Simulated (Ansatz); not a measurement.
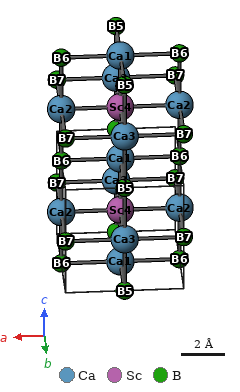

Starting structure of crystalline Ca3ScB3 (a generated structure, set up in Pm-3m). A ball-and-stick model of the cell of the calculation, repeated 1 × 1 × 2 with one cell outlined, seen from a free direction.

Method: DFT PBE, scalar-relativistic, plane waves, PAW in Ansatz.

The input:
```yaml
crystal:
  lattice:
    - [5.6440735433, 0.0, 0.0]
    - [0.0, 5.6440735433, 0.0]
    - [0.0, 0.0, 5.6440735433]
  atoms:
    - { symbol: Ca, position: [0.5, 0.5, 0.0] }
    - { symbol: Ca, position: [0.0, 0.5, 0.5] }
    - { symbol: Ca, position: [0.5, 0.0, 0.5] }
    - { symbol: Sc, position: [0.5, 0.5, 0.5] }
    - { symbol: B, position: [0.5, 0.0, 0.0] }
    - { symbol: B, position: [0.0, 0.5, 0.0] }
    - { symbol: B, position: [0.0, 0.0, 0.5] }
basis:
  ecutwfc: 420
kpoints:
  mp_grid: { grid: [8, 8, 8] }
hamiltonian:
  xc: pbe
scf:
  occupations: { method: gaussian, width: 0.1 }
output:
  forces: true
  stress: true
  eigenvalues: true
  write_density: true
  write_potential: true
  elf: true
  volumetric_format: npy
relax:
  adjacent_minimum: "off"
  f_tol: 0.01
  max_steps: 80
  cell: { stress_tol: 0.05 }
```

Command:
```bash
ansatz run input.yaml --threads 1 --pin off --max-ram 2048MiB --backend cpu --events-out ev --progress --plain --runs-dir out
```

Question: Where does the relaxation end?

Answer: After 1 accepted move (2 points after the start) the energy has fallen by 0.5 meV per atom. All forces vanish by symmetry, so only the cell relaxes. Pressure: 0.39 GPa at the start and −0.02 GPa at the end. At 1 point the geometry stayed and the basis and grid were re-selected for the new cell (energy shift of 0.1 meV per atom at most each time). No atom moves by more than 0.005 Å relative to the cell. The drawn cell changes as follows: a = b = c 5.644 → 5.679 Å (+0.6 %); the volume changes by +1.9 %. Among the contacts that change: Ca1–Sc4 2.822 → 2.839 Å, Ca1–B5 2.822 → 2.839 Å. The space group stays Pm-3m (No. 221). The run took 44 s on 1 thread of Intel(R) Xeon(R) Platinum 8375C CPU @ 2.90GHz (Ice Lake), on a shared host, peak memory 0.58 GiB.

Final geometry:

```
CELL_PARAMETERS angstrom
5.67870 0.00000 0.00000
0.00000 5.67870 0.00000
0.00000 0.00000 5.67870
ATOMIC_POSITIONS crystal
Ca 0.50000 0.50000 0.00000
Ca 0.00000 0.50000 0.50000
Ca 0.50000 0.00000 0.50000
Sc 0.50000 0.50000 0.50000
B 0.50000 0.00000 0.00000
B 0.00000 0.50000 0.00000
B 0.00000 0.00000 0.50000
```
